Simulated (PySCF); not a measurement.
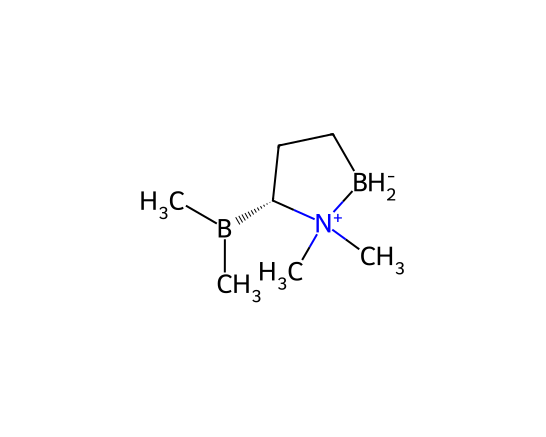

2D structure.

> Transcribe the drawing into SMILES.

CB(C)[C@@H]1CC[BH2-][N+]1(C)C

> What is the molecular formula?

C7H19B2N.

> An optimisation with PBE0-D3(BJ)/def2-SVP gave a structure of which point group?

C1.

More results for the same structure follow; atom numbers are the same in all pictures, views and colours differ. The geometry was computed by an optimisation with PBE0-D3(BJ)/def2-SVP. No frequency run is at hand to confirm it as a minimum.

Shape

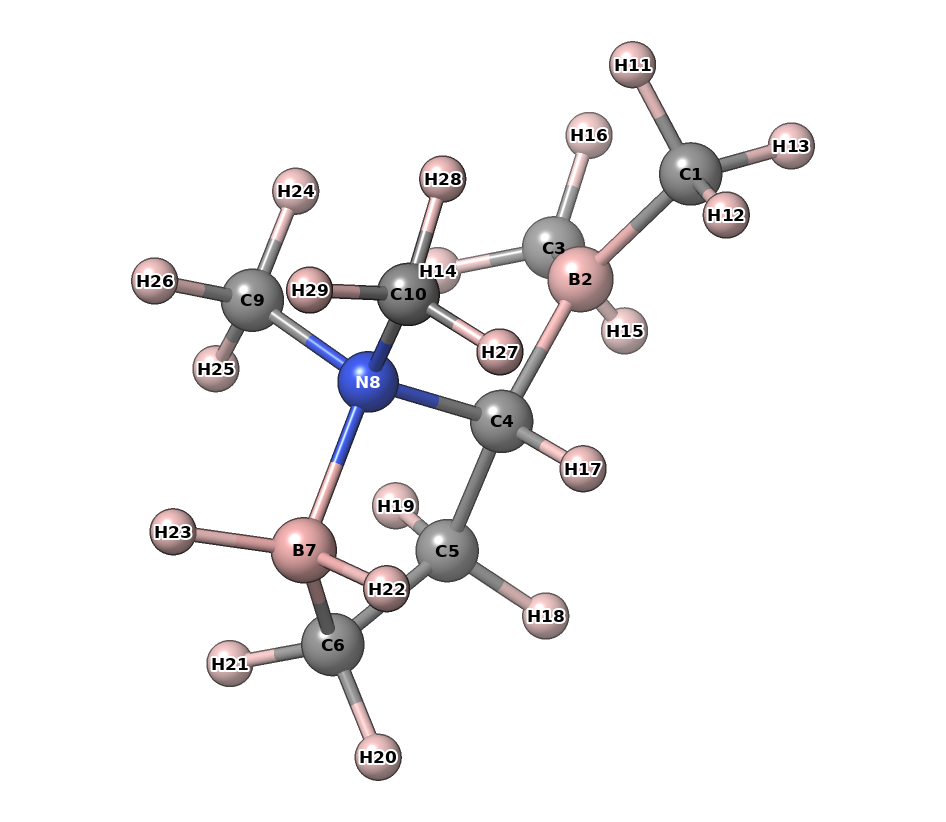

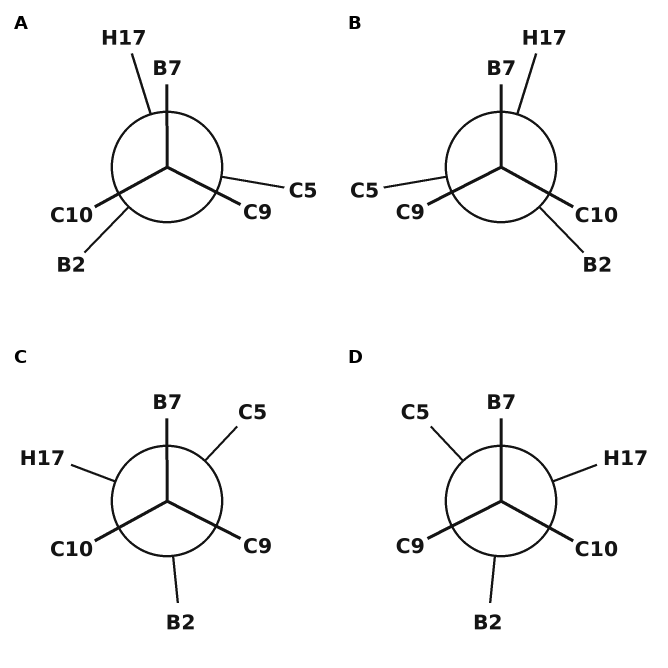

Atoms fade into the background with distance from the viewer. Bonds that would overlap in a projection are set slightly apart. No frequency run is at hand to confirm it as a minimum.

> Which Newman projection shows the view along N8–C4, with N8 in front?

C. The torsion angle C9–N8–C4–C5 is −74°, synclinal (gauche).

NMR shielding

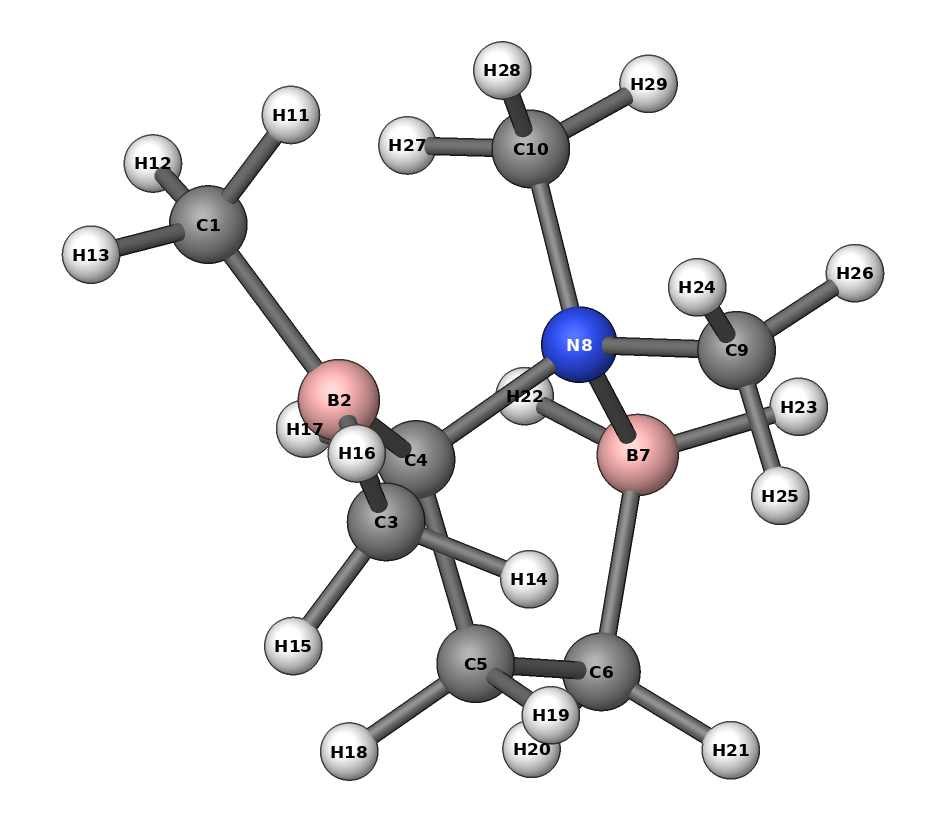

The questions are on isotropic NMR shieldings of the B atoms. No frequency run is at hand to confirm it as a minimum. Method: GIAO PBE0/pcSseg-1 NMR shielding, non-relativistic, gas phase (PySCF 2.14.0).

Give the isotropic NMR shieldings of the B atoms atom by atom.

```tsv
atom	σ (ppm)
B2	8.7
B7	103.2
```

Dipole moment

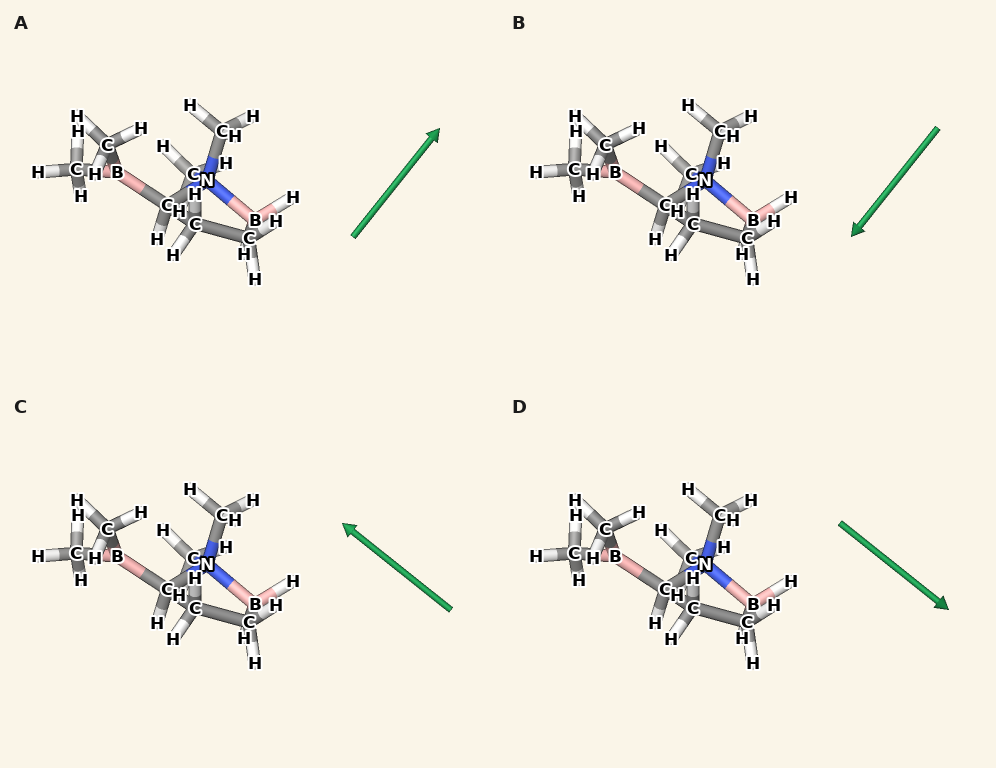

The same molecule four times, each with an arrow. No frequency run is at hand to confirm it as a minimum. Properties computed with WP04/pcSseg-1, gas phase (PySCF 2.14.0).

> Which arrow points along the dipole moment, from the negative to the positive end?

C. The dipole moment is 4.78 D.

Charges

The questions are on ESP-fitted charges. No frequency run is at hand to confirm it as a minimum. Properties computed with PBE0/pcSseg-1, gas phase (PySCF 2.14.0).

> Which atom carries the highest charge (most positive or least negative)?

B2 (0.63 e).

> And the lowest?

C1 (−0.76 e).

List the ESP-fitted charges.

| atom | value (e) |
| --- | --- |
| C1 | −0.76 |
| B2 | 0.63 |
| C3 | −0.73 |
| C4 | 0.04 |
| C5 | −0.22 |
| C6 | −0.19 |
| B7 | 0.06 |
| N8 | 0.33 |
| C9 | −0.61 |
| C10 | −0.45 |
| H11 | 0.17 |
| H12 | 0.14 |
| H13 | 0.19 |
| H14 | 0.15 |
| H15 | 0.16 |
| H16 | 0.17 |
| H17 | 0.03 |
| H18 | 0.07 |
| H19 | 0.06 |
| H20 | 0.06 |
| H21 | 0.03 |
| H22 | −0.19 |
| H23 | −0.18 |
| H24 | 0.17 |
| H25 | 0.22 |
| H26 | 0.20 |
| H27 | 0.16 |
| H28 | 0.14 |
| H29 | 0.16 |
